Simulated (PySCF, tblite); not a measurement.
# dichlorosilane (SiH2Cl2): isotopologues and vibrational averages

Aim: rotational constants, zero-point energies and shieldings of isotopologues of dichlorosilane (SiH2Cl2) (`Cl[SiH2]Cl`).

Programs: PySCF 2.14.0 with density-fitted response routines of our own, and tblite 0.8.0. All values are computed, except where a source is named. Atoms count from 0 throughout.

## 1. The starting structure

5 atoms, charge 0, multiplicity 1; geometry from: force field or distance geometry start.

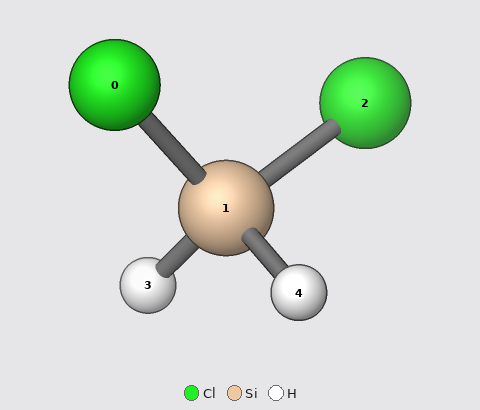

The starting geometry (chlorine green, silicon light orange, hydrogen white), atoms numbered.

## 2. GFN2-xTB relaxation, lowest of a short conformer search

The job: settings as JSON, then the geometry in Å.

```
{"job": {"xc": "GFN2-xTB", "basis": "xTB", "kind": "relax"}, "charge": 0, "multiplicity": 1}
Cl    -1.575900     1.158300     0.007900
Si    -0.021600    -0.138200    -0.048600
Cl     1.795200     0.968700    -0.056900
H     -0.141000    -0.994100    -1.219000
H     -0.022200    -0.983300     1.247900
```

Command:

```sh
$ OMP_NUM_THREADS=1 python ens_run.py task.json out
```

The driver reads the study from task.json and runs its stages one after another.

The log of the run:

```text
step      E/eV     max force
  0    -324.80490    1.372
  1    -324.87313    1.142
  2    -324.94668    1.031
  3    -324.96164    0.315
  4    -324.96571    0.176
  5    -324.96766    0.104
  6    -324.96798    0.092
  7    -324.96926    0.085
  8    -324.96968    0.086
  9    -324.97019    0.058
 10    -324.97028    0.023
 11    -324.97032    0.023
 12    -324.97037    0.027
 13    -324.97045    0.037
 14    -324.97054    0.036
 15    -324.97058    0.016
 16    -324.97059    0.003
```

It took 0.07 s on 1 thread of Arm Neoverse V2, shared host.

Relaxing gained 0.166 eV and moved the atoms by 0.07 Å on average (rms).

## 3. Tight optimisation and Hessian

The job: settings as JSON, then the geometry in Å.

```
{"job": {"xc": "B3LYP", "basis": "pcSseg-2", "grid": 2, "temperatures": [350, 1000], "kind": "geom"}, "charge": 0, "multiplicity": 1}
Cl    -1.557149     1.136690     0.020678
Si    -0.003060    -0.136946    -0.011782
Cl     1.717542     0.898976    -0.075183
H     -0.097523    -0.956785    -1.209737
H     -0.025322    -0.930525     1.207283
```

The log of the run:

```text
step   0  E = -32961.3160645 eV  max force = 0.82820
step   1  E = -32961.3583296 eV  max force = 0.19440
step   2  E = -32961.3602289 eV  max force = 0.01597
step   3  E = -32961.3602653 eV  max force = 0.00450
step   4  E = -32961.3602729 eV  max force = 0.00046
step   5  E = -32961.3602729 eV  max force = 0.00046
step   6  E = -32961.3602729 eV  max force = 0.00030
harmonic wavenumbers (cm-1): 187.0 514.4 573.2 597.6 714.6 885.5 963.3 2274.8 2289.1
```

Wall time 3.2 min (1 thread of Arm Neoverse V2, shared host); peak memory 0.61 GiB.

## 4. Displacements along the modes, parent

The job: settings as JSON, then the geometry in Å.

```
{"job": {"xc": "B3LYP", "basis": "pcSseg-2", "grid": 2, "temperatures": [350, 1000], "kind": "vib", "mass_numbers": [35, 28, 35, 1, 1]}, "charge": 0, "multiplicity": 1}
Cl    -1.601553     1.148684     0.021872
Si    -0.003215    -0.139025    -0.011912
Cl     1.763324     0.904547    -0.076304
H     -0.098779    -0.964858    -1.223468
H     -0.025289    -0.937937     1.221072
```

The log of the run:

```text
mode    cm-1    km/mol   phi_rrr   E(+)/cm-1  E(-)/cm-1
  1    186.97     3.21     -13.8      33.18      34.17
  2    514.39    48.21      79.6      95.50      89.77
  3    573.16   148.42      -0.0     103.24     103.35
  4    597.61    41.03       1.4     108.71     108.88
  5    714.63     0.00       1.5     129.77     129.45
  6    885.49   280.33      -3.6     159.54     160.23
  7    963.31   125.96     -94.5     170.35     177.16
  8   2274.85    69.66     884.8     442.88     379.28
  9   2289.15    94.04       2.2     413.81     413.66
```

Run time: 2.4 min. Hardware: 1 thread of Arm Neoverse V2, shared host; peak memory 0.63 GiB.

## 5. Displacements along the modes, 2H at atom 3

The job: settings as JSON, then the geometry in Å.

```
{"job": {"xc": "B3LYP", "basis": "pcSseg-2", "grid": 2, "temperatures": [350, 1000], "kind": "vib", "mass_numbers": [35, 28, 35, 2, 1]}, "charge": 0, "multiplicity": 1}
Cl    -1.601553     1.148684     0.021872
Si    -0.003215    -0.139025    -0.011912
Cl     1.763324     0.904547    -0.076304
H     -0.098779    -0.964858    -1.223468
H     -0.025289    -0.937937     1.221072
```

The log of the run:

```text
mode    cm-1    km/mol   phi_rrr   E(+)/cm-1  E(-)/cm-1
  1    186.16     3.14     -13.9      33.03      34.03
  2    492.10    24.48      28.4      89.95      87.73
  3    521.02    53.95      49.8      95.61      92.15
  4    537.06     8.23       1.8      97.13      96.71
  5    587.62   163.38       0.7     106.00     105.86
  6    824.60   209.99      -2.1     149.32     149.74
  7    860.34   104.10     -60.4     153.30     157.75
  8   1641.87    51.97     769.0     324.86     269.62
  9   2282.12    82.67   -1262.4     368.77     459.37
```

Run time: 2.4 min. Hardware: 1 thread of Arm Neoverse V2, shared host; peak memory 0.63 GiB.

## 6. Displacements along the modes, 29Si at atom 1

The job: settings as JSON, then the geometry in Å.

```
{"job": {"xc": "B3LYP", "basis": "pcSseg-2", "grid": 2, "temperatures": [350, 1000], "kind": "vib", "mass_numbers": [35, 29, 35, 1, 1]}, "charge": 0, "multiplicity": 1}
Cl    -1.601553     1.148684     0.021872
Si    -0.003215    -0.139025    -0.011912
Cl     1.763324     0.904547    -0.076304
H     -0.098779    -0.964858    -1.223468
H     -0.025289    -0.937937     1.221072
```

The log of the run:

```text
mode    cm-1    km/mol   phi_rrr   E(+)/cm-1  E(-)/cm-1
  1    186.29     3.24     -13.9      33.05      34.05
  2    510.39    47.47      79.3      94.77      89.07
  3    567.47   147.38       0.0     102.32     102.22
  4    595.87    40.62       1.5     108.41     108.58
  5    714.63     0.00       1.5     129.77     129.45
  6    884.40   274.75      -3.6     159.35     160.04
  7    962.60   124.64     -94.5     170.22     177.03
  8   2274.05    68.91     884.3     442.72     379.15
  9   2287.26    93.31      -2.4     413.31     413.47
```

Run time: 2.4 min. Hardware: 1 thread of Arm Neoverse V2, shared host; peak memory 0.63 GiB.

## 7. Displacements along the modes, 2H at atom 3, 2H at atom 4

The job: settings as JSON, then the geometry in Å.

```
{"job": {"xc": "B3LYP", "basis": "pcSseg-2", "grid": 2, "temperatures": [350, 1000], "kind": "vib", "mass_numbers": [35, 28, 35, 2, 2]}, "charge": 0, "multiplicity": 1}
Cl    -1.601553     1.148684     0.021872
Si    -0.003215    -0.139025    -0.011912
Cl     1.763324     0.904547    -0.076304
H     -0.098779    -0.964858    -1.223468
H     -0.025289    -0.937937     1.221072
```

The log of the run:

```text
mode    cm-1    km/mol   phi_rrr   E(+)/cm-1  E(-)/cm-1
  1    185.35     3.05     -14.0      32.88      33.89
  2    462.32    27.85      -0.7      83.74      83.59
  3    505.94    34.89      76.4      93.86      88.37
  4    509.27     0.00      -0.9      92.01      92.25
  5    552.53    51.05      -0.1      99.43      99.63
  6    663.53   283.96       2.4     119.89     119.44
  7    698.61    88.13     -54.3     123.99     127.90
  8   1625.99    46.98    -533.5     274.31     312.68
  9   1657.99    58.10       0.4     299.32     299.31
```

Run time: 2.4 min. Hardware: 1 thread of Arm Neoverse V2, shared host; peak memory 0.63 GiB.

## 8. Vibrational averages by isotopologue

The job: settings as JSON, then the geometry in Å.

```
{"job": {"xc": "B3LYP", "basis": "pcSseg-2", "grid": 2, "temperatures": [350, 1000], "kind": "iso"}, "charge": 0, "multiplicity": 1}
Cl    -1.601553     1.148684     0.021872
Si    -0.003215    -0.139025    -0.011912
Cl     1.763324     0.904547    -0.076304
H     -0.098779    -0.964858    -1.223468
H     -0.025289    -0.937937     1.221072
```

The log of the run:

```text
parent
  Be/MHz 14162.309 2499.518 2179.798
  B0/MHz 14089.169 2495.08 2172.554
  ZPE/cm-1 4499.8
  <sigma>(0 K)/ppm 868.587 326.040 868.562 25.428 25.428
2H at atom 3
  Be/MHz 12705.374 2482.766 2154.451
  B0/MHz 12645.819 2477.99 2147.299
  ZPE/cm-1 3966.4
  <sigma>(0 K)/ppm 869.783 326.225 869.768 25.511 25.439
29Si at atom 1
  Be/MHz 13914.377 2499.518 2173.837
  B0/MHz 13843.172 2495.14 2166.626
  ZPE/cm-1 4491.5
  <sigma>(0 K)/ppm 868.617 326.049 868.592 25.428 25.428
2H at atom 3, 2H at atom 4
  Be/MHz 11525.908 2462.857 2132.407
  B0/MHz 11476.265 2457.735 2125.236
  ZPE/cm-1 3430.8
  <sigma>(0 K)/ppm 870.996 326.407 870.984 25.524 25.524
```

It took 13 min on 1 thread of Arm Neoverse V2, shared host; peak memory 0.63 GiB. This counts the whole study up to here.

Rotational constants (MHz) at equilibrium and in the ground state:

```
              isotopologue                       Be                       B0  zero-point change (cm⁻¹)
                    parent  14162.3, 2499.5, 2179.8  14089.2, 2495.1, 2172.6                       0.0
              2H at atom 3  12705.4, 2482.8, 2154.5  12645.8, 2478.0, 2147.3                    -533.4
            29Si at atom 1  13914.4, 2499.5, 2173.8  13843.2, 2495.1, 2166.6                      -8.3
2H at atom 3, 2H at atom 4  11525.9, 2462.9, 2132.4  11476.3, 2457.7, 2125.2                   -1069.0
```

Shieldings of the first species (ppm): at equilibrium, the vibrational parts at 0 K, and the averages:

| atom | equilibrium | anharmonic | harmonic | 0 K | 350 K | 1000 K |
| --- | --- | --- | --- | --- | --- | --- |
| Cl0 | 880.55 | -2.77 | -9.20 | 868.59 | 865.51 | 851.76 |
| Si1 | 328.51 | -0.91 | -1.56 | 326.04 | 325.35 | 322.83 |
| Cl2 | 880.58 | -2.82 | -9.20 | 868.56 | 865.48 | 851.69 |
| H3 | 25.78 | -0.09 | -0.27 | 25.43 | 25.40 | 25.21 |
| H4 | 25.78 | -0.09 | -0.27 | 25.43 | 25.40 | 25.21 |

Isotope effects on the shieldings at 0 K (ppb; positive means more shielded):

```
atom  2H at atom 3  29Si at atom 1  2H at atom 3, 2H at atom 4
 Cl0          1196              30                        2408
 Si1           185              10                         367
 Cl2          1206              30                        2422
  H3            83               0                          96
  H4            11               0                          96
```

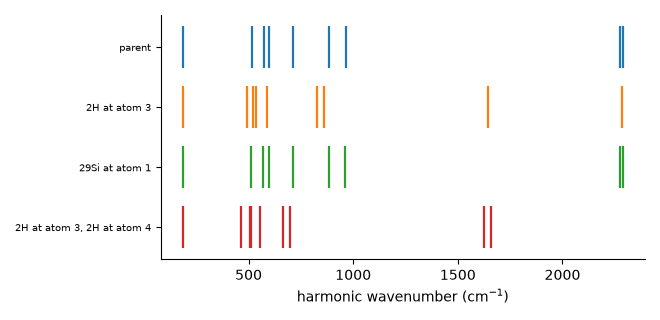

Harmonic wavenumbers of each isotopologue.

## 9. Results

| quantity | value |
| --- | --- |
| point group | C2v |
| B0 of the first species | 14089.2, 2495.1, 2172.6 MHz |
| zero-point energy | 4500 cm⁻¹ |
| zero-point change of σ(Cl2) | -12.01 ppm |

**Reading.** Zero-point motion changes the shielding of Cl2 most, by -12.01 ppm. The largest secondary isotope effect is 2422 ppb on Cl2, 2 bonds from the change (2H at atom 3, 2H at atom 4). The job flags a low mode; perturbation theory is less sure for low modes.
